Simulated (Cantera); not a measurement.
A closed system holds: 1 mol MgCO3, 9.2 mol O2, at 10.0 mbar.

Method: chemical equilibrium by Gibbs-energy minimisation in Cantera with the NASA 1993 tables (ideal gas, pure condensed phases). Candidate condensed phases: C, Mg, MgCO3, MgO; 15 gas species. Equilibrium is a limit: real reactors are often held back by kinetics, nucleation or transport.

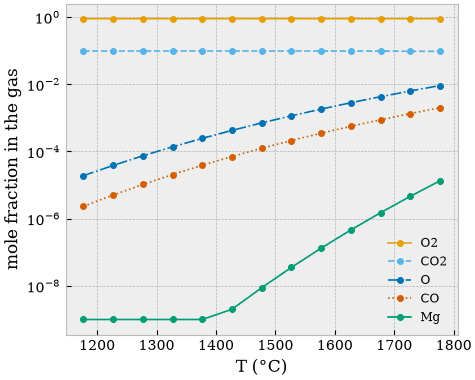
Figure: Equilibrium gas composition (values under 1e-9 drawn at 1e-9)

From 1177 °C to 1777 °C the condensed part is MgO(s).
